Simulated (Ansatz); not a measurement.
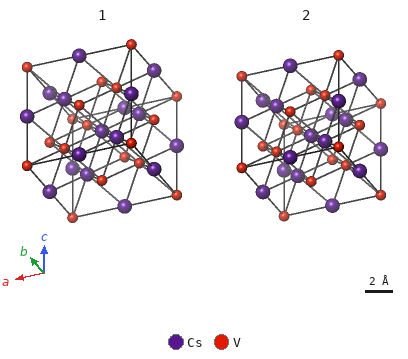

Two geometries of solid CsV (built on the NaTl (B32)_227 type) (coarse preliminary run), drawn at one scale. One is the start of a relaxation, the other its converged end. A ball-and-stick model of the conventional cell (4 times the calculation's cell), seen from a free direction. Lengths and directions refer to the drawn axes.

Method: DFT PBE, scalar-relativistic, plane waves, PAW in Ansatz. (plane-wave cutoff 420 eV; k-point mesh 4 × 4 × 4; occupations gaussian; smearing width 0.1 eV; collinear spin; cell and atoms relaxed; force threshold 0.04 eV/Å; at most 70 steps)

Which geometry has the lower energy?

Structure 1 is the relaxed one. Case: NaTl (B32) type (Fd-3m, No. 227). After 3 accepted moves (5 points after the start) the energy has fallen by 0.355 eV per cell of the calculation. All forces vanish by symmetry, so only the cell relaxes. The pressure goes from 4.43 to −0.01 GPa. The SCF was repeated twice at an unchanged geometry on a basis and grid sized afresh for the cell, which shifted the energy by 5.7 meV per cell of the calculation at most. No atom moves by more than 0.005 Å relative to the cell. The drawn cell changes as follows: a = b = c 7.947 → 8.561 Å (+7.7 %); the volume changes by +25.0 %. Among the contacts that change: Cs–V 3.441 → 3.707 Å, V–V 3.441 → 3.707 Å, Cs–Cs 3.441 → 3.707 Å. The space group stays Fd-3m (No. 227). The run took 30 s on 1 thread of Arm Neoverse V2, on a shared host, peak memory 0.47 GiB.
